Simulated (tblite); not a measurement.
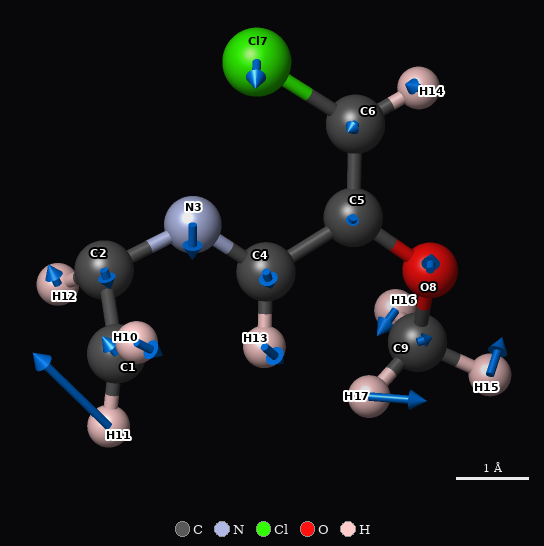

A relaxation of C6H8ClNO (charge +1, multiplicity 2). The starting structure is drawn; blue arrows show the displacements, at their true length. The two geometries are superimposed by the best rigid fit.

The picture is a ball-and-stick view, seen at a tilt.

These are results of tblite, GFN2-xTB geometry optimisation, gas phase, not measurements. 

**What happened in the run?**

Over 101 geometry steps the energy falls by 261.6 kJ/mol. The largest move after the best rigid fit is that of H11, 1.71 Å. By element the largest moves are H 1.71 Å, N 0.59 Å, Cl 0.56 Å, C 0.37 Å, O 0.34 Å. Among the contacts that change: N3–Cl7 2.455 → 2.649 Å, C1–C2 1.489 → 1.353 Å, C2–N3 1.445 → 1.323 Å, C6–Cl7 1.751 → 1.676 Å. Among the angles between lasting bonds that change: C2–N3–C4 122.9° → 143.0°, C1–C2–N3 113.4° → 124.5°, C1–C2–H12 113.4° → 121.0°. Groups turn about C5–O8 by about 30°. Cost: 0.9 s on 1 thread of Arm Neoverse V1 (shared host).
